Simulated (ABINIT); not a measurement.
# SiC (F-43m): G0W0 on several meshes in ABINIT

Aim: the GW shift of SiC (F-43m) against the k mesh.

Main program and level: ABINIT 10.8.3; LDA and many-body steps on it, plane waves.

### Step 1. Starting point

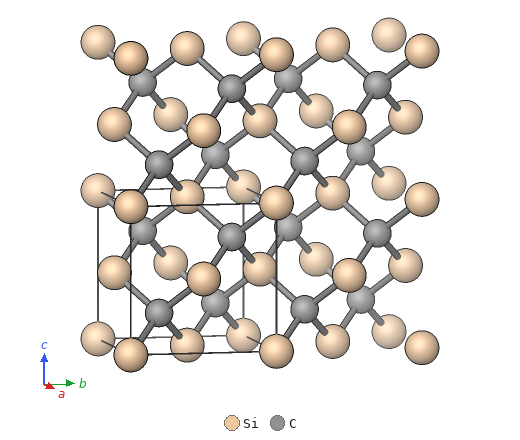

Start, viewed slightly off an axis; silicon light orange, carbon grey. 1×2×2 cells are drawn. This picture shows the conventional cell, with its axes. Bonds to atoms that aren't drawn are left out. Some periodic images of atoms are drawn too.

Structure file:

```cif
data_structure
_symmetry_space_group_name_H-M 'F-43m'
_symmetry_Int_Tables_number 216
_cell_length_a 4.3580
_cell_length_b 4.3580
_cell_length_c 4.3580
_cell_angle_alpha 90.000
_cell_angle_beta 90.000
_cell_angle_gamma 90.000
_cell_volume 82.77
loop_
_atom_site_label
_atom_site_type_symbol
_atom_site_symmetry_multiplicity
_atom_site_Wyckoff_symbol
_atom_site_fract_x
_atom_site_fract_y
_atom_site_fract_z
_atom_site_occupancy
Si1 Si 4 a 0.00000 0.00000 0.00000 1
C1 C 4 d 0.25000 0.25000 0.75000 1
```

The cell and positions come from the Crystallography Open Database and are kept as given unless a step says otherwise.

### Step 2. Empty states on the mesh, 6×6×6 mesh, 537 bands

This step: ABINIT 10.8.3; DFT, LDA, plane waves, norm-conserving pseudopotentials.

The sums over transitions need many empty states on a uniform mesh; this step solves for them.

run.abi

```
acell 3*1.0 Angstrom
rprim 
  -0.000000000000 2.179000000000 2.179000000000
  2.179000000000 -0.000000000000 2.179000000000
  2.179000000000 2.179000000000 -0.000000000000
ntypat 2
znucl 14 6
natom 2
typat 1 2
xred 
  0.000000000000 0.000000000000 0.000000000000
  0.250000000000 0.250000000000 0.250000000000
pp_dirpath "pseudos"
pseudos "Si.upf, C.upf"
ecut 37
ngkpt 6 6 6
nshiftk 1
shiftk 0 0 0
kptopt 1
chksymbreak 0
irdden 1
istwfk *1
nband 537
prtvol 0
optdriver 6
gwr_task "HDIAGO"
paral_kgb 0
occopt 1
indata_prefix "in"
outdata_prefix "out"
tmpdata_prefix "tmp"
```

Command:

```console
> OMP_NUM_THREADS=1 mpirun -n 4 abinit run.abi > log
```

The program printed:

```text
.Version 10.8.3 of ABINIT. v10.8.2 released Aug 2026.

 Symmetries : space group F-4 3 m (#216); Bravais cF (face-center cubic)
[... echo of the input left out ...]
== DATASET  1 ==================================================================
-   mpi_nproc: 4, omp_nthreads: 1 (-1 if OMP is not activated)

--- !DatasetInfo
iteration_state: {dtset: 1, }
dimensions: {natom: 2, nkpt: 16, mband: 537, nsppol: 1, nspinor: 1, nspden: 1, mpw: 1524, }
cutoff_energies: {ecut:  37.0, pawecutdg:  -1.0, }
[...]
Indirect band gap semiconductor
 Fundamental gap:     1.327 (eV)
   VBM:     7.107 (eV) at k: [ 0.0000E+00,  0.0000E+00,  0.0000E+00]
   CBM:     8.434 (eV) at k: [ 5.0000E-01,  5.0000E-01,  0.0000E+00]
 Direct gap:         4.526 (eV) at k: [ 5.0000E-01,  5.0000E-01,  0.0000E+00]

== END DATASET(S) ==============================================================
================================================================================

 -outvars: echo values of variables after computation  --------
           etotal      0.0000000000E+00
            nband         537
             nkpt          16
          spgroup         216
 [... the other variables as echoed above ...]

 Calculation completed.
```

Run time: 16 s. Hardware: 4 MPI ranks of Arm Neoverse V1, shared host; peak memory 0.77 GiB.

Numbers from this step:

* gap: 1.327 eV
* k of the valence top: 0, 0, 0
* k of the conduction bottom: 0.5, 0.5, 0
* least direct gap: 4.526 eV
* k points computed: 16
* lowest point of the top converged band, above the valence top: 453.3010 eV

On this mesh the gap is 1.327 eV.

The density comes from a self-consistent run that is not shown.

### Step 3. Screening, 6×6×6 mesh, 108 bands, screening to 203.5 eV

The RPA dielectric matrix is built and inverted for each q.

This step: RPA screening on LDA, plane waves, norm-conserving pseudopotentials.

run.abi: that of step 2 with these lines changed.

```diff
@@ -20,10 +20,11 @@
 chksymbreak 0
-irdden 1
 istwfk *1
-nband 537
-prtvol 0
-optdriver 6
-gwr_task "HDIAGO"
-paral_kgb 0
 occopt 1
+irdwfk 1
+optdriver 3
+nband 108
+ecuteps 7.48
+inclvkb 2
+awtr 1
+symchi 1
 indata_prefix "in"
```

The program printed:

```text
.Version 10.8.3 of ABINIT. v10.8.2 released Aug 2026.

 Symmetries : space group F-4 3 m (#216); Bravais cF (face-center cubic)
[... echo of the input left out ...]
== DATASET  1 ==================================================================
-   mpi_nproc: 4, omp_nthreads: 1 (-1 if OMP is not activated)

--- !DatasetInfo
iteration_state: {dtset: 1, }
dimensions: {natom: 2, nkpt: 16, mband: 108, nsppol: 1, nspinor: 1, nspden: 1, mpw: 1524, }
cutoff_energies: {ecut:  37.0, pawecutdg:  -1.0, }
electrons: {nelect:   8.00000000E+00, charge:   0.00000000E+00, occopt:   1.00000000E+00, tsmear:   1.00000000E-02, }

 SCREENING: Calculation of the susceptibility and dielectric matrices

 Based on a program developped by R.W. Godby, V. Olevano, G. Onida, and L. Reining.
 Incorporated in ABINIT by V. Olevano, G.-M. Rignanese, and M. Torrent.
.Using double precision arithmetic ; gwpc =  8

[... cell and pseudopotentials left out ...]
--------------------------------------------------------------------------------

 ==== K-mesh for the wavefunctions ====
 Number of points in the irreducible wedge :    16
[... list of points left out ...]
 Together with 24 symmetry operations and time-reversal symmetry
 yields   216 points in the full Brillouin Zone.

 ==== Q-mesh for the screening function ====
 Number of points in the irreducible wedge :    16
[... list of points left out ...]
 Together with 24 symmetry operations and time-reversal symmetry
 yields   216 points in the full Brillouin Zone.

 setmesh: FFT mesh size selected  =    24x   24x   24
          total number of points  =        13824

 vcoul_init : cutoff-mode = AUXILIARY_FUNCTION
 q-points for optical limit:   1
     1)      0.000010    0.000020    0.000030

- screening: taking advantage of time-reversal symmetry
- Maximum band index for partially occupied states nbvw = 4
- Remaining bands to be divided among processors   nbcw = 104
- Number of bands treated by each node ~26

 Number of electrons calculated from density =    8.0000; Expected =    8.0000
 average of density, n =  0.057292
 r_s =    1.6092
 omega_plasma =   23.0888 [eV]

 calculating chi0 at frequencies [eV] :
  1    0.000000E+00    0.000000E+00
  2    0.000000E+00    2.308880E+01

--------------------------------------------------------------------------------
  q-point number  1        q = ( 0.000000, 0.000000, 0.000000) [r.l.u.]
--------------------------------------------------------------------------------
[... chi0 elements left out ...]
 For q-point:  0.000010 0.000020 0.000030
  dielectric constant =   7.1965
  dielectric constant without local fields =   7.8570

  Average fulfillment of the sum rule on Im[epsilon] for q-point    1 :     92.47  [%]
[... wings left out ...]
  q-point number  2        q = ( 0.166667, 0.000000, 0.000000) [r.l.u.]
--------------------------------------------------------------------------------
[... chi0 elements left out ...]
  Average fulfillment of the sum rule on Im[epsilon] for q-point    2 :     96.28  [%]

 [... 14 further q-points ...]
```

Run time: 41 s. Hardware: 4 MPI ranks; peak memory 0.78 GiB; 2.7 min of CPU time.

This step gave:

* ε∞ with local fields, on this mesh, along the program's q direction: 7.197
* the same without local fields: 7.857
* plasma frequency: 23.09 eV
* plane waves in the screening matrix: 137

Local fields lower ε∞ by 8 %.

### Step 4. 6×6×6

The self-energy is evaluated for the states that the input lists, and the levels follow from it, in one-shot runs by the linearised quasiparticle equation.

This step: G0W0 on LDA, plane waves, norm-conserving pseudopotentials.

run.abi: that of step 3 with these lines changed.

```diff
@@ -23,8 +23,19 @@
 irdwfk 1
-optdriver 3
+optdriver 4
 nband 108
+gwcalctyp 0
+ecutsigx 37
+symsigma 1
+nkptgw 3
+kptgw 
+  0.0000000000 0.0000000000 0.0000000000
+  0.5000000000 0.5000000000 0.0000000000
+  0.5000000000 0.0000000000 0.0000000000
+bdgw 
+  2 8
+  3 6
+  3 7
 ecuteps 7.48
-inclvkb 2
-awtr 1
-symchi 1
+irdscr 1
+ppmodel 1
 indata_prefix "in"
```

The program printed:

```text
.Version 10.8.3 of ABINIT. v10.8.2 released Aug 2026.

 Symmetries : space group F-4 3 m (#216); Bravais cF (face-center cubic)
[... echo of the input left out ...]
== DATASET  1 ==================================================================
-   mpi_nproc: 4, omp_nthreads: 1 (-1 if OMP is not activated)

--- !DatasetInfo
iteration_state: {dtset: 1, }
dimensions: {natom: 2, nkpt: 16, mband: 108, nsppol: 1, nspinor: 1, nspden: 1, mpw: 1524, }
cutoff_energies: {ecut:  37.0, pawecutdg:  -1.0, }
electrons: {nelect:   8.00000000E+00, charge:   0.00000000E+00, occopt:   1.00000000E+00, tsmear:   1.00000000E-02, }

 SIGMA: Calculation of the GW corrections

 Based on a program developped by R.W. Godby, V. Olevano, G. Onida, and L. Reining.
 Incorporated in ABINIT by V. Olevano, G.-M. Rignanese, and M. Torrent.
.Using double precision arithmetic ; gwpc =  8

[... cell and pseudopotentials left out ...]
--------------------------------------------------------------------------------

 ==== K-mesh for the wavefunctions ====
 Number of points in the irreducible wedge :    16
[... list of points left out ...]
 Together with 24 symmetry operations and time-reversal symmetry
 yields   216 points in the full Brillouin Zone.

 ==== Q-mesh for screening function ====
 Number of points in the irreducible wedge :    16
[... list of points left out ...]
 Together with 24 symmetry operations and time-reversal symmetry
 yields   216 points in the full Brillouin Zone.

 vcoul_init : cutoff-mode = AUXILIARY_FUNCTION
 q-points for optical limit:   1
     1)      0.000010    0.000020    0.000030
 setmesh: FFT mesh size selected  =    32x   32x   32
          total number of points  =        32768

 Number of electrons calculated from density =    8.0000; Expected =    8.0000
 average of density, n =  0.057292
 r_s =    1.6092
 omega_plasma =   23.0888 [eV]

 === KS Band Gaps ===
  >>>> For spin  1
   Minimum direct gap =   4.5260 [eV], located at k-point      :   0.5000  0.5000  0.0000
   Fundamental gap    =   1.3272 [eV], Top of valence bands at :   0.0000  0.0000  0.0000
                                       Bottom of conduction at :   0.5000  0.5000  0.0000
 SIGMA fundamental parameters:
 PLASMON POLE MODEL  1
 number of plane-waves for SigmaX                 1459
 number of plane-waves for SigmaC and W            137
 number of plane-waves for wavefunctions          1459
 number of bands                                   108
 number of independent spin polarizations            1
 number of spinorial components                      1
 number of k-points in IBZ                          16
 number of q-points in IBZ                          16
 number of symmetry operations                      24
 number of k-points in BZ                          216
 number of q-points in BZ                          216
 number of frequencies for dSigma/dE                 9
 frequency step for dSigma/dE [eV]                0.25
 number of omega for Sigma on real axis              0
 max omega for Sigma on real axis  [eV]           0.00
 zcut for avoiding poles [eV]                     0.10

 EPSILON^-1 parameters (SCR file):
 dimension of the eps^-1 matrix on file            137
 dimension of the eps^-1 matrix used               137
 number of plane-waves for wavefunctions          1459
 number of bands                                   108
 number of q-points in IBZ                          16
 number of frequencies                               2
 number of real frequencies                          1
 number of imag frequencies                          1

 matrix elements of self-energy operator (all in [eV])

 Perturbative Calculation

--- !SelfEnergy_ee
iteration_state: {dtset: 1, }
kpoint     : [   0.000,    0.000,    0.000, ]
spin       : 1
KS_gap     :    6.285
QP_gap     :    7.250
Delta_QP_KS:    0.964
data: !SigmaeeData |
     Band     E0 <VxcDFT>   SigX SigC(E0)      Z dSigC/dE  Sig(E)    E-E0       E
        2   7.107 -14.825 -17.542   1.903   0.791  -0.264 -15.469  -0.644   6.463
        3   7.107 -14.825 -17.542   1.903   0.791  -0.264 -15.469  -0.644   6.463
        4   7.107 -14.825 -17.542   1.903   0.791  -0.264 -15.469  -0.644   6.463
        5  13.392 -13.266  -7.555  -5.304   0.788  -0.269 -12.945   0.320  13.713
        6  14.309 -11.391  -5.848  -5.141   0.804  -0.243 -11.068   0.324  14.633
        7  14.309 -11.391  -5.848  -5.141   0.804  -0.243 -11.068   0.324  14.633
[...]
--- !SelfEnergy_ee
iteration_state: {dtset: 1, }
kpoint     : [   0.500,    0.500,    0.000, ]
spin       : 1
KS_gap     :    4.526
QP_gap     :    5.683
Delta_QP_KS:    1.157
data: !SigmaeeData |
     Band     E0 <VxcDFT>   SigX SigC(E0)      Z dSigC/dE  Sig(E)    E-E0       E
[...]
--- !SelfEnergy_ee
iteration_state: {dtset: 1, }
kpoint     : [   0.500,    0.000,    0.000, ]
spin       : 1
KS_gap     :    6.446
QP_gap     :    7.544
Delta_QP_KS:    1.099
data: !SigmaeeData |
     Band     E0 <VxcDFT>   SigX SigC(E0)      Z dSigC/dE  Sig(E)    E-E0       E
[...]
5  12.493 -12.249  -6.953  -4.868   0.804  -0.244 -11.905   0.344  12.837
        6  14.259 -11.096  -5.446  -5.112   0.808  -0.237 -10.661   0.434  14.693
        7  14.259 -11.096  -5.446  -5.112   0.808  -0.237 -10.661   0.434  14.693

== END DATASET(S) ==============================================================
================================================================================

 -outvars: echo values of variables after computation  --------
           etotal      0.0000000000E+00
            nband         108
             nkpt          16
          spgroup         216
 [... the other variables as echoed above ...]

 Calculation completed.
```

Wall time 13 s (4 MPI ranks); peak memory 0.79 GiB; 54 s of CPU time.

This step gave:

* G0W0 gap on the points computed: 2.227 eV
* starting gap on the mesh: 1.327 eV
* k of the valence top: 0, 0, 0
* k of the conduction bottom: 0.5, 0.5, 0
* Z at the valence top: 0.791
* Z at the conduction bottom: 0.819
* least direct G0W0 gap on the computed points: 5.683 eV

The gap on the mesh goes from 1.33 eV to 2.23 eV, a correction of +0.90 eV.

### Step 5. Empty states on the mesh, 8×8×8 mesh, 116 bands

This step: DFT, LDA, plane waves, norm-conserving pseudopotentials.

run.abi

```
acell 3*1.0 Angstrom
rprim 
  -0.000000000000 2.179000000000 2.179000000000
  2.179000000000 -0.000000000000 2.179000000000
  2.179000000000 2.179000000000 -0.000000000000
ntypat 2
znucl 14 6
natom 2
typat 1 2
xred 
  0.000000000000 0.000000000000 0.000000000000
  0.250000000000 0.250000000000 0.250000000000
pp_dirpath "pseudos"
pseudos "Si.upf, C.upf"
ecut 37
ngkpt 8 8 8
nshiftk 1
shiftk 0 0 0
kptopt 1
chksymbreak 0
irdden 1
istwfk *1
nband 116
prtvol 0
optdriver 6
gwr_task "HDIAGO"
paral_kgb 0
occopt 1
indata_prefix "in"
outdata_prefix "out"
tmpdata_prefix "tmp"
```

The program printed:

```text
[banner, memory and clock lines left out]
.Version 10.8.3 of ABINIT. v10.8.2 released Aug 2026.

 Symmetries : space group F-4 3 m (#216); Bravais cF (face-center cubic)
[... echo of the input left out ...]
== DATASET  1 ==================================================================
-   mpi_nproc: 4, omp_nthreads: 1 (-1 if OMP is not activated)

--- !DatasetInfo
iteration_state: {dtset: 1, }
dimensions: {natom: 2, nkpt: 29, mband: 116, nsppol: 1, nspinor: 1, nspden: 1, mpw: 1524, }
cutoff_energies: {ecut:  37.0, pawecutdg:  -1.0, }
[...]
Integrated=    8.0000E+00

 === KS gaps after direct diagonalization ===
 Indirect band gap semiconductor
 Fundamental gap:     1.327 (eV)
   VBM:     7.107 (eV) at k: [ 0.0000E+00,  0.0000E+00,  0.0000E+00]
   CBM:     8.434 (eV) at k: [ 5.0000E-01,  5.0000E-01,  0.0000E+00]
 Direct gap:         4.526 (eV) at k: [ 5.0000E-01,  5.0000E-01,  0.0000E+00]

== END DATASET(S) ==============================================================

 -outvars: echo values of variables after computation  --------
           etotal      0.0000000000E+00
            nband         116
             nkpt          29
          spgroup         216
 [... the other variables as echoed above ...]

 Calculation completed.
```

Run time: 25 s. Hardware: 4 MPI ranks; peak memory 0.75 GiB.

Numbers from this step:

```
gap                                                           : 1.327 eV
k of the valence top                                          : 0, 0, 0
k of the conduction bottom                                    : 0.5, 0.5, 0
least direct gap                                              : 4.526 eV
k points computed                                             : 29
lowest point of the top converged band, above the valence top : 146.3064 eV
```

On this mesh the gap is 1.327 eV.

### Step 6. Screening, 8×8×8 mesh, 108 bands, screening to 203.5 eV

This step: RPA screening on LDA, plane waves, norm-conserving pseudopotentials.

run.abi: that of step 5 with these lines changed.

```diff
@@ -20,10 +20,11 @@
 chksymbreak 0
-irdden 1
 istwfk *1
-nband 116
-prtvol 0
-optdriver 6
-gwr_task "HDIAGO"
-paral_kgb 0
 occopt 1
+irdwfk 1
+optdriver 3
+nband 108
+ecuteps 7.48
+inclvkb 2
+awtr 1
+symchi 1
 indata_prefix "in"
```

The program printed:

```text
.Version 10.8.3 of ABINIT. v10.8.2 released Aug 2026.

 Symmetries : space group F-4 3 m (#216); Bravais cF (face-center cubic)
[... echo of the input left out ...]
== DATASET  1 ==================================================================
-   mpi_nproc: 4, omp_nthreads: 1 (-1 if OMP is not activated)

--- !DatasetInfo
iteration_state: {dtset: 1, }
dimensions: {natom: 2, nkpt: 29, mband: 108, nsppol: 1, nspinor: 1, nspden: 1, mpw: 1524, }
cutoff_energies: {ecut:  37.0, pawecutdg:  -1.0, }
electrons: {nelect:   8.00000000E+00, charge:   0.00000000E+00, occopt:   1.00000000E+00, tsmear:   1.00000000E-02, }

 SCREENING: Calculation of the susceptibility and dielectric matrices

 Based on a program developped by R.W. Godby, V. Olevano, G. Onida, and L. Reining.
 Incorporated in ABINIT by V. Olevano, G.-M. Rignanese, and M. Torrent.
.Using double precision arithmetic ; gwpc =  8

[... cell and pseudopotentials left out ...]
--------------------------------------------------------------------------------

 ==== K-mesh for the wavefunctions ====
 Number of points in the irreducible wedge :    29
[... list of points left out ...]
 Together with 24 symmetry operations and time-reversal symmetry
 yields   512 points in the full Brillouin Zone.

 ==== Q-mesh for the screening function ====
 Number of points in the irreducible wedge :    29
[... list of points left out ...]
 Together with 24 symmetry operations and time-reversal symmetry
 yields   512 points in the full Brillouin Zone.

 setmesh: FFT mesh size selected  =    24x   24x   24
          total number of points  =        13824

 vcoul_init : cutoff-mode = AUXILIARY_FUNCTION
 q-points for optical limit:   1
     1)      0.000010    0.000020    0.000030

- screening: taking advantage of time-reversal symmetry
- Maximum band index for partially occupied states nbvw = 4
- Remaining bands to be divided among processors   nbcw = 104
- Number of bands treated by each node ~26

 Number of electrons calculated from density =    8.0000; Expected =    8.0000
 average of density, n =  0.057292
 r_s =    1.6092
 omega_plasma =   23.0888 [eV]

 calculating chi0 at frequencies [eV] :
  1    0.000000E+00    0.000000E+00
  2    0.000000E+00    2.308880E+01

--------------------------------------------------------------------------------
  q-point number  1        q = ( 0.000000, 0.000000, 0.000000) [r.l.u.]
--------------------------------------------------------------------------------
[... chi0 elements left out ...]
 For q-point:  0.000010 0.000020 0.000030
  dielectric constant =   6.7717
  dielectric constant without local fields =   7.4099

  Average fulfillment of the sum rule on Im[epsilon] for q-point    1 :     92.45  [%]
[... wings left out ...]
  q-point number  2        q = ( 0.125000, 0.000000, 0.000000) [r.l.u.]
--------------------------------------------------------------------------------
[... chi0 elements left out ...]
  Average fulfillment of the sum rule on Im[epsilon] for q-point    2 :     96.58  [%]

 [... 27 further q-points ...]
```

The job ended after 3.3 min (4 MPI ranks; peak memory 1.3 GiB).

Numbers from this step:

| Property | Result |
| --- | --- |
| ε∞ with local fields, on this mesh, along the program's q direction | 6.772 |
| the same without local fields | 7.410 |
| plasma frequency | 23.09 eV |
| plane waves in the screening matrix | 137 |

(Continued in part 2 of 2.)

[Paths, hosts, dates, memory and timing lines, banners, echoed tables and standing remarks are left out of the program output.]

[Logs are printed without paths, hosts, clocks, repeated set-up lines and the standing remarks that a program may print on its own settings, such as how far it seeks lower states.]

[Runs of the session that timed out or met a known fault of the program may be left out.]

[Hosts, paths, dates, database ids (printed as entryN), source tags and the programs' standing remarks are cut or masked in the printed files.]

[G0W0 gaps are taken among the corrected bands and points alone; a level outside them can change the order at an edge.]

[Where Ansatz stands beside ABINIT at settings called matched, ABINIT's density can come from a denser mesh and the files from another edition; pairs whose starting gaps differed by over 0.03 eV were left out, so agreement reads better than it is.]
